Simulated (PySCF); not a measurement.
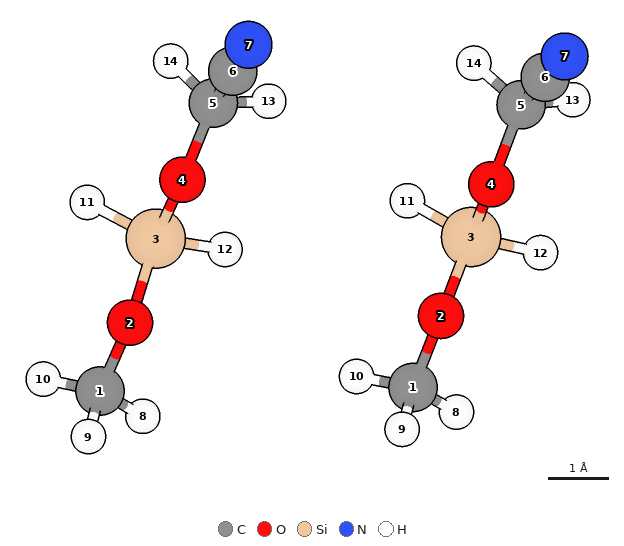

Two geometries of C3H7NO2Si, drawn at one scale. One is the start of a relaxation, the other its converged end. A ball-and-stick model, seen from a free direction.

All numbers below come from PySCF, PBE0-D3(BJ)/def2-SVP geometry optimisation, gas phase. 

Which of the two is the end point?

Answer. The left one is the relaxed one. The start comes from GFN2-xTB. Its atoms were then displaced at random by about 0.01 Å. The energy falls by 35.5 kJ/mol in 8 geometry steps. N7 moves most after the best rigid fit: 0.21 Å. Largest moves by element: N 0.21 Å, H 0.20 Å, O 0.11 Å, C 0.10 Å, Si 0.08 Å. Among the contacts that change: Si3–O4 1.573 → 1.663 Å, Si3–H12 1.457 → 1.496 Å, O4–C5 1.424 → 1.388 Å, C1–H8 1.074 → 1.105 Å. Among the angles between lasting bonds that change: O2–Si3–O4 98.3° → 104.0°, O4–Si3–H12 112.9° → 109.5°, H8–C1–H10 111.2° → 108.2°. The run took 110 s on 1 thread of Arm Neoverse N1, on a shared host.
